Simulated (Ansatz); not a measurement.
**BeH2 (Ibam): the host for defect calculations**

Before any defect goes in: BeH2 (Ibam) at rest, and how it screens a charge.

Method: plane-wave PAW DFT, PBEsol; relaxation of the host's cell and atoms, in the first sound run; inputs show where later runs differ, in Ansatz 0.2.0.

**1. Set-up**

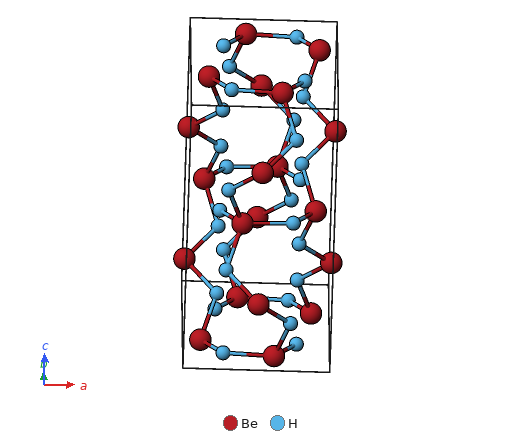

The cell as given, slightly off an axis (beryllium red, hydrogen blue). This picture shows the conventional cell, with its axes. Some periodic images of atoms are drawn too.

**2. Host cell relaxation**

Lattice and positions are set free, within the symmetry that the program keeps.

Input file cell/input.yaml:

```yaml
crystal:
  lattice:
    - [-2.0508216, 4.480258, 3.8179129]
    - [2.0508216, -4.480258, 3.8179129]
    - [2.0508216, 4.480258, -3.8179129]
  atoms:
    - { symbol: Be, position: [0.25, 0.75, 0.5] }
    - { symbol: Be, position: [0.75, 0.25, 0.5] }
    - { symbol: Be, position: [0.16863063, 0.62182736, 0.79045798] }
    - { symbol: Be, position: [0.66863062, 0.87817264, 0.54680327] }
    - { symbol: Be, position: [0.33136937, 0.12182736, 0.45319673] }
    - { symbol: Be, position: [0.83136938, 0.37817264, 0.20954202] }
    - { symbol: H, position: [0.56318209, 0.37686836, 0.63663296] }
    - { symbol: H, position: [0.2597646, 0.07345087, 0.63663296] }
    - { symbol: H, position: [0.7597646, 0.12313164, 0.18631373] }
    - { symbol: H, position: [0.93681791, 0.57345087, 0.81368627] }
    - { symbol: H, position: [0.68851873, 0.2244509, 0.91296963] }
    - { symbol: H, position: [0.18851873, 0.2755491, 0.46406783] }
    - { symbol: H, position: [0.31148127, 0.7755491, 0.08703037] }
    - { symbol: H, position: [0.81148127, 0.7244509, 0.53593217] }
    - { symbol: H, position: [0.06318209, 0.42654913, 0.18631373] }
    - { symbol: H, position: [0.2402354, 0.87686836, 0.81368627] }
    - { symbol: H, position: [0.7402354, 0.92654913, 0.36336704] }
    - { symbol: H, position: [0.43681791, 0.62313164, 0.36336704] }
basis:
  ecutwfc: 420
  xc_grid: 2
hamiltonian:
  xc: pbesol
kpoints:
  mp_grid: { grid: [8, 8, 8] }
scf:
  occupations: { method: fixed }
  max_iter: 100
relax:
  f_tol: 0.005
  max_steps: 60
  cell: {}
output:
  forces: true
  stress: true
checkpoint:
  write: "../cell.run"
  compress: false
  write_wavefunctions: false
  write_every: 100000
```

The run is started by

```
ansatz run input.yaml --threads 4 --pin off --max-ram 7536MiB --backend cpu --events-out ev --progress --plain --runs-dir out
```

Numbers of over 12 decimals in the logs are rounded to 6 here.

Log:

```text
[... repeated set-up lines and file paths are left out, and long positions are rounded to six places ...]
Engine: ansatz 0.2.0, aarch64-unknown-linux-gnu
Pseudopotentials: kind: paw
Pseudopotential: Be, paw, valence charge 2, recommended cutoff 420 eV (normal), Be.paw.azcp
Pseudopotential: H, paw, valence charge 1, recommended cutoff 420 eV (normal), H.paw.azcp
Functional definition: PBEsol
  exchange = pbesol_x
  correlation = pbesol_c
Crystal: 18 atoms, lattice volume = 140.319 Å³
Basis set: ecut = 420 eV, 2761 PW (Γ), exchange–correlation on 90×90×90 points (8 copies of the dense FFT grid, shifted against one another)
Bands: 30, of which v1, the nominal top of the filled ones, is band 12 counted from 1 (11 counted from 0)
Symmetry: 8 space group operations
Space group: Ibam (ITA 72), of the structure as read, at distance tolerance 5.2e-5 Å
k-points: 95 of 512
Non-local potential: Be, projectors of the file, l = 0: 2, l = 1: 2, l = 2: 1
Non-local potential: H, projectors of the file, l = 0: 2, l = 1: 1
PAW form: soft (Blöchl's): semilocal exchange-correlation on the pseudo side does not see the compensation charge
PAW frozen core: Be, regenerated for the run's functional, and the local potential with it (the file was generated under x = pbe(κ = 0.804, μ = 0.219515), c = pbe(β = 0.066725))
PAW one-centre angular grid: Be, 110 points (default); XC on 64 Gauss nodes
PAW one-centre angular grid: H, 110 points (default); XC on 64 Gauss nodes
Initial density: superposition of atomic densities (neutral atoms: chi_scale 0, normalization atom), corrected by the library's trained network
Initial wavefunctions: pseudopotential atomic-orbital guess
Functional: x = pbesol(κ = 0.804, μ = 0.123457), c = pbesol(β = 0.046)
SCF iter   1: F=—  HF=-730.477866 eV  |F-HF|=—  |Δ(HF+E_count)|=         —  Δρ=8.53e-3  dr2=7.15e-2  ethr=1.77e-3  ⟨swp⟩=5.1  Hψ=12404  notcnv=0  defer=1342
preconditioner: auto → none  [insulator: Δε(μ)=5.180 eV  Ē_g=11.831 eV  n_scr=16 (ndim 8)  ℏωp=15.4 eV  f_vac=0.000  ε∞_Penn≈2.7]
SCF iter   2: F=—  HF=-730.463971 eV  |F-HF|=—  |Δ(HF+E_count)|=   1.39e-2  Δρ=3.36e-3  dr2=1.14e-2  ethr=2.98e-4  ⟨swp⟩=1.0  Hψ=3614  notcnv=0  defer=1346
SCF iter   3: F=—  HF=-730.462472 eV  |F-HF|=—  |Δ(HF+E_count)|=   1.50e-3  Δρ=2.15e-4  dr2=5.02e-5  ethr=4.74e-5  ⟨swp⟩=3.0  Hψ=3145  notcnv=0  defer=665
automatic band count: iteration 3 solves 21 bands in place of 30: the levels show a gap, and the empty bands left out lie too high to hold charge; the band table lists the bands solved (type scf.n_extra_bands for more)
SCF iter   4: F=—  HF=-730.462478 eV  |F-HF|=—  |Δ(HF+E_count)|=   5.98e-6  Δρ=6.91e-5  dr2=1.15e-5  ethr=2.09e-7  ⟨swp⟩=2.0  Hψ=2948  notcnv=0  defer=241
SCF iter   5: F=—  HF=-730.462478 eV  |F-HF|=—  |Δ(HF+E_count)|=   1.46e-7  Δρ=8.31e-6  dr2=1.28e-7  ethr=4.81e-8  ⟨swp⟩=2.3  Hψ=2777  notcnv=0  defer=242
SCF iter   6: F=-730.462478 eV  HF=-730.462478 eV  |F-HF|=9.22e-9  |Δ(HF+E_count)|=   1.57e-7  Δρ=1.90e-6  dr2=3.67e-9  ethr=4.17e-10  ⟨swp⟩=4.0  Hψ=5741  notcnv=0
SCF 1 converged in 6 iterations: F = -730.462478 eV  dr2 = 3.67e-9
  greatest PAW one-centre occupation: 0.372 electrons in one spin orbital (limit 2), on the Be atom at site 5 (counted from 0), in its partial waves of l = 0
relax step   1: F+E_penalty+E_count = -730.46247847 eV  Δ(F+E_penalty+E_count) = +0.000e0 eV  max|allowed force component| = 1.433e-1 eV/Å  Δτ_max = 0.0000 Å  P = -0.100 GPa  Ω = 140.319 Å³  (6 SCF iters, dr2 threshold 1.00e-7 eV, accepted)
[... the SCF cycles and remarks between the steps are left out from here to the last step ...]
relax step   2: F+E_penalty+E_count = -730.52187077 eV  Δ(F+E_penalty+E_count) = -5.939e-2 eV  max|allowed force component| = 8.061e-2 eV/Å  Δτ_max = 0.0450 Å  P = +0.086 GPa  Ω = 135.302 Å³  energy of the carried Pulay correction = +5.311e-3 eV  (5 SCF iters, dr2 threshold 1.28e-6 eV, accepted)
relax step   3: F+E_penalty+E_count = -730.54059565 eV  Δ(F+E_penalty+E_count) = -1.872e-2 eV  max|allowed force component| = 2.497e-2 eV/Å  Δτ_max = 0.0778 Å  P = +0.173 GPa  Ω = 131.297 Å³  energy of the carried Pulay correction = +9.693e-3 eV  (5 SCF iters, dr2 threshold 4.06e-7 eV, accepted)
relax step   4: F+E_penalty+E_count = -730.54110120 eV  Δ(F+E_penalty+E_count) = -5.056e-4 eV  max|allowed force component| = 8.618e-3 eV/Å  Δτ_max = 0.0168 Å  P = +0.002 GPa  Ω = 132.011 Å³  energy of the carried Pulay correction = +8.902e-3 eV  (5 SCF iters, dr2 threshold 2.32e-7 eV, accepted)
relax step   5: F+E_penalty+E_count = -730.54109162 eV  Δ(F+E_penalty+E_count) = +9.578e-6 eV  max|allowed force component| = 1.493e-3 eV/Å  Δτ_max = 0.0025 Å  P = -0.003 GPa  Ω = 132.085 Å³  energy of the carried Pulay correction = +8.821e-3 eV  (5 SCF iters, dr2 threshold 8.00e-9 eV, accepted)
relax step   6: F+E_penalty+E_count = -730.53381842 eV  Δ(F+E_penalty+E_count) = +7.273e-3 eV  max|allowed force component| = 1.829e-3 eV/Å  Δτ_max = 0.0000 Å  P = -0.055 GPa  Ω = 132.085 Å³  stress off target by 6.47e-2 GPa  SCF on the basis re-selected at this cell (its energy is not comparable with the rows above)  (4 SCF iters)
relax step   7: F+E_penalty+E_count = -730.53419344 eV  Δ(F+E_penalty+E_count) = -3.750e-4 eV  max|allowed force component| = 3.783e-4 eV/Å  Δτ_max = 0.0025 Å  P = -0.004 GPa  Ω = 131.802 Å³  energy of the carried Pulay correction = +3.062e-4 eV  (5 SCF iters, dr2 threshold 1.05e-8 eV, accepted)
iter 1 solved again at ethr=5.23e-7 eV; its pass at ethr=3.10e-3 eV (dr2=1.26e-4 eV) is discarded
SCF iter   1: F=—  HF=-730.533903 eV  |F-HF|=—  |Δ(HF+E_count)|=         —  Δρ=7.64e-6  dr2=7.57e-9  ethr=5.23e-7  ⟨swp⟩=2.9  Hψ=17276  notcnv=0  defer=1510
eigensolver tolerance schedule: the retry pair's looser diagonalisation over-reported the residual by 16577.84 of it (diagonalisation noise at an unbounded share of the residual, at the tolerance the schedule requests for it); [...]
SCF iter   2: F=—  HF=-730.533863 eV  |F-HF|=—  |Δ(HF+E_count)|=   3.97e-5  Δρ=3.91e-6  dr2=1.94e-9  ethr=3.16e-11  ⟨swp⟩=3.0  Hψ=3505  notcnv=0  defer=1332
SCF iter   3: F=-730.533863 eV  HF=-730.533863 eV  |F-HF|=4.12e-11  |Δ(HF+E_count)|=   1.10e-8  Δρ=2.41e-7  dr2=8.17e-11  ethr=1.00e-12  ⟨swp⟩=2.9  Hψ=7577  notcnv=0
SCF 8 converged in 3 iterations: F = -730.533863 eV  dr2 = 8.17e-11
relax step   8: F+E_penalty+E_count = -730.53386320 eV  Δ(F+E_penalty+E_count) = +3.302e-4 eV  max|allowed force component| = 3.802e-4 eV/Å  Δτ_max = 0.0000 Å  P = -0.005 GPa  Ω = 131.802 Å³  stress off target by 1.13e-2 GPa  SCF on the basis re-selected at this cell (its energy is not comparable with the rows above)  (3 SCF iters)
basis re-selected at this cell: Δ(F+E_penalty+E_count) = +3.302e-4 eV, ΔP = -0.001 GPa vs the last step (what re-selecting the basis moved, of the pressure what is left beyond the Pulay correction that the steps carried, after the strain that the cell walked [...]
SCF converged after 3 iterations
Free energy (F): -730.533863 eV
Harris-Foulkes:  -730.533863 eV  (|F-HF|=4.12e-11)
Internal energy: -730.533863 eV  (E = F + TS)
E sigma→0 (E₀):  -730.533863 eV
Fermi energy:    -0.952593 eV
--- Per-component energies (eV) ---
  E_band       = -83.680640
  E_kinetic    = 283.709170
  E_local      = -253.953491  (includes V_loc(G=0)·N_el)
  E_nonlocal   = 46.232342
  E_hartree    = 57.606597
  E_xc         = -220.590424
  E_vxc        = -258.783206  (∫ρ·V_xc dr)
  E_paw        = -349.595895  (= ΣΔE_a)
  E_vpaw       = -16.083005  (= ΣTr[D̂ρ^β])
  E_aug_tail   = -0.015595  (compensation charges beyond the density's cutoff)
  E_ewald      = -293.983756
  E_core_change = 0.057188  (= ΣΔE_core)
  E_smearing   = -0.000000  (= −TS)
  E_closure    = -0.000000  (closes the sum)
  Σ components = -730.533863   (vs F -730.533863, Δ=0.00e0)
--- Forces (eV/Å), atoms counted from 1 ---
  atom   1  Be    -0.00000000     0.00000000     0.00000000
  atom   2  Be     0.00000000    -0.00000000    -0.00000000
  atom   3  Be    -0.00037893     0.00003394    -0.00000000
  atom   4  Be     0.00037893     0.00003394    -0.00000000
  atom   5  Be    -0.00037893    -0.00003394     0.00000000
  atom   6  Be     0.00037893    -0.00003394     0.00000000
  atom   7  H      0.00001796    -0.00010327     0.00018661
  atom   8  H      0.00001796    -0.00010327    -0.00018661
  atom   9  H     -0.00001796    -0.00010327    -0.00018661
  atom  10  H      0.00001796     0.00010327    -0.00018661
  atom  11  H     -0.00028949    -0.00038018    -0.00000000
  atom  12  H      0.00028949    -0.00038018     0.00000000
  atom  13  H      0.00028949     0.00038018     0.00000000
  atom  14  H     -0.00028949     0.00038018    -0.00000000
  atom  15  H     -0.00001796    -0.00010327     0.00018661
  atom  16  H      0.00001796     0.00010327     0.00018661
  atom  17  H     -0.00001796     0.00010327     0.00018661
  atom  18  H     -0.00001796     0.00010327    -0.00018661
  max |Σ_I F_I| component: 1.05e-17 eV/Å
--- Stress (GPa, compression-positive) ---
       -0.011263      -0.000000      -0.000000
       -0.000000      -0.002785       0.000000
       -0.000000       0.000000      -0.001829
  P = ⅓ Tr σ = -0.0053 GPa (-0.053 kbar)
--- Relaxed structure (6 steps of the walk, 6 accepted, 2 SCFs on fresh bases) ---
  F+E_penalty+E_count = -730.53386320 eV   max|allowed force component| = 3.802e-4 eV/Å   (the final SCF, on the basis selected at the relaxed cell)
  cell:  # Å, volume = 131.8017 Å³
    - [-1.996663, 4.378680, 3.768886]
    - [1.996663, -4.378680, 3.768886]
    - [1.996663, 4.378680, -3.768886]
  atoms:
    - { symbol: Be, position: [0.250000, 0.75, 0.500000] }
    - { symbol: Be, position: [0.750000, 0.25, 0.500000] }
    - { symbol: Be, position: [0.168094, 0.618725, 0.786819] }
    - { symbol: Be, position: [0.668094, 0.881275, 0.549368] }
    - { symbol: Be, position: [0.331906, 0.118725, 0.450632] }
    - { symbol: Be, position: [0.831906, 0.381275, 0.213181] }
    - { symbol: H, position: [0.564445, 0.394632, 0.651086] }
    - { symbol: H, position: [0.256454, 0.086641, 0.651086] }
    - { symbol: H, position: [0.756454, 0.105368, 0.169813] }
    - { symbol: H, position: [0.935555, 0.586641, 0.830187] }
    - { symbol: H, position: [0.680271, 0.241110, 0.921381] }
    - { symbol: H, position: [0.180271, 0.258890, 0.439161] }
    - { symbol: H, position: [0.319729, 0.758890, 0.078619] }
    - { symbol: H, position: [0.819729, 0.741110, 0.560839] }
    - { symbol: H, position: [0.064445, 0.413359, 0.169813] }
    - { symbol: H, position: [0.243546, 0.894632, 0.830187] }
    - { symbol: H, position: [0.743546, 0.913359, 0.348914] }
    - { symbol: H, position: [0.435555, 0.605368, 0.348914] }
```

It took 18 s on 4 threads of Arm Neoverse V2, shared host; peak memory 0.7 GiB.

The steps of the relaxation:

```tsv
step	energy less that of the first step (eV)	largest force component (eV/Å)	pressure (GPa)	volume (Å³)
1	0.0000	0.1433	-0.10	140.32
2	-0.0594	0.0806	0.09	135.30
3	-0.0781	0.0250	0.17	131.30
4	-0.0786	0.0086	0.00	132.01
5	-0.0786	0.0015	0.00	132.08
6	-0.0713	0.0018	-0.06	132.08
7	-0.0717	0.0004	0.00	131.80
8*	-0.0714	0.0004	-0.01	131.80
```

Relaxation steps marked * repeat the geometry before them on a plane-wave basis chosen anew for their cell, so energy and pressure can jump there. The log counts 2 steps on a newly chosen plane-wave basis, not all of them marked here; energy and pressure can jump at such steps.

The run keeps the 8 symmetry operations that it works with, so distortions that break them were not tested.

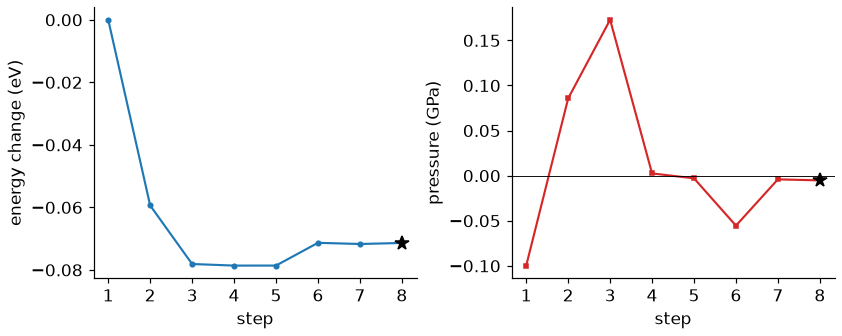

Energy and pressure along the relaxation. Stars mark steps on a basis chosen anew.

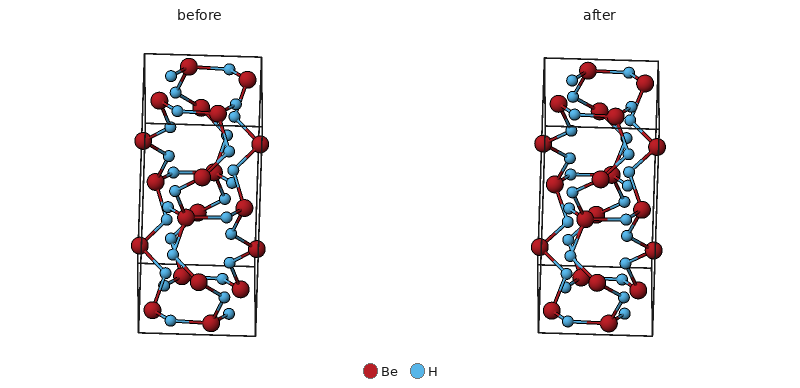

Before and after, at one scale.

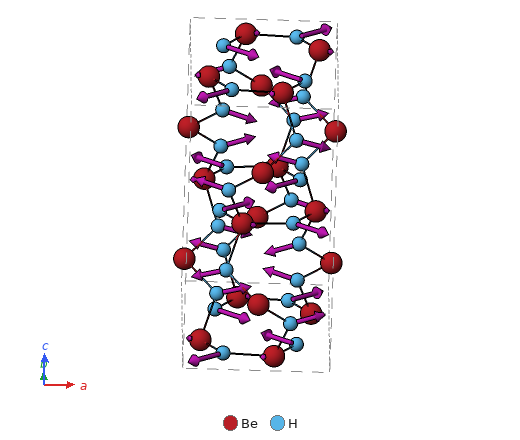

Displacements in the relaxation, exaggerated, measured against the changing cell; the longest in the cell stands for 0.10 Å. Some periodic images of atoms are drawn too.

```tsv
conventional cell, symmetrised	before	after	change
a (Å)	4.102	3.993	-2.6 %
b (Å)	8.961	8.757	-2.3 %
c (Å)	7.636	7.538	-1.3 %
volume (Å³/atom)	7.80	7.32	-6.1 %
```

The atoms that moved most (Å, as changes of fractional coordinates times the final cell):

```tsv
atom	dx	dy	dz	length
H11	0.067	-0.072	0.000	0.098
H12	-0.067	-0.072	0.000	0.098
H13	-0.067	0.072	0.000	0.098
H14	0.067	0.072	0.000	0.098
H18	-0.062	0.009	-0.017	0.065
H17	-0.062	0.009	0.017	0.065
H15	-0.062	-0.009	0.017	0.065
H16	0.062	0.009	0.017	0.065
```

This step gave:

```
pressure : -0.005292 GPa
```

The relaxation ends with a largest force component of 3.8e-4 eV/Å and a pressure of -0.01 GPa.

[end of part 1 of 4]

[Logs are printed without paths, hosts, clocks, repeated set-up lines and the standing remarks that a program may print on its own settings, such as how far it seeks lower states.]

[Hosts, paths, dates, database ids (printed as entryN), source tags and the programs' standing remarks are cut or masked in the printed files.]

[Runs of the host that timed out are not shown.]

[For some hosts the program warned that the k-mesh of the response run may be too coarse for force constants and the static dielectric constant; such warnings are not always shown.]
